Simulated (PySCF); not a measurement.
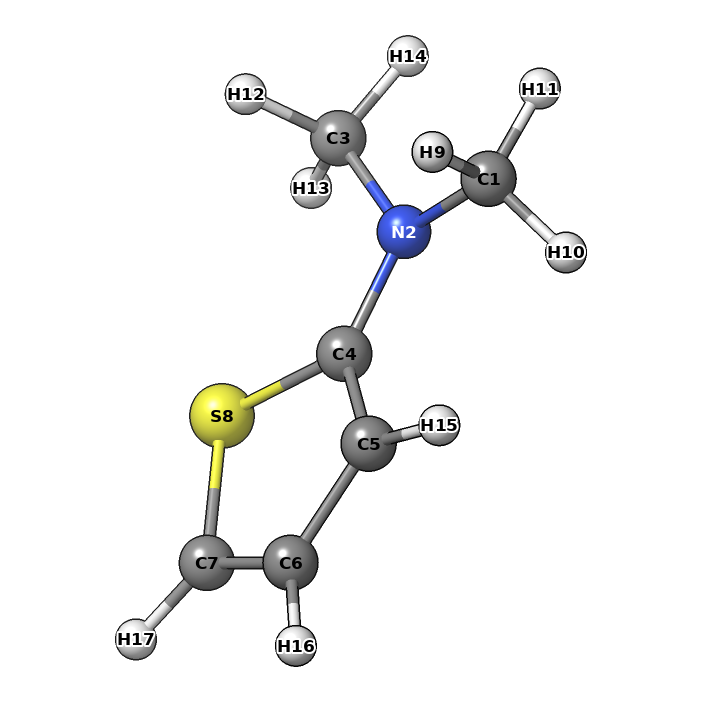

Computed geometry: PBE0-D3(BJ)/def2-SVP optimisation. No frequency run is at hand to confirm it as a minimum. Properties computed with delta-SCF UKS SCAN, pcX-2 on the ionised atom, pcseg-1 elsewhere, spin-free X2C (PySCF 2.14.0).

Give the core-electron binding energies (to vacuum; p and d levels without spin–orbit splitting) of C1 1s, N2 1s, C4 1s, C5 1s, C6 1s, C7 1s, S8 1s, S8 2p.

| atom | level | binding energy (eV) |
| --- | --- | --- |
| C1 | 1s | 291.7 |
| N2 | 1s | 405.3 |
| C4 | 1s | 291.3 |
| C5 | 1s | 289.5 |
| C6 | 1s | 289.9 |
| C7 | 1s | 289.8 |
| S8 | 1s | 2477.4 |
| S8 | 2p | 169.8 |
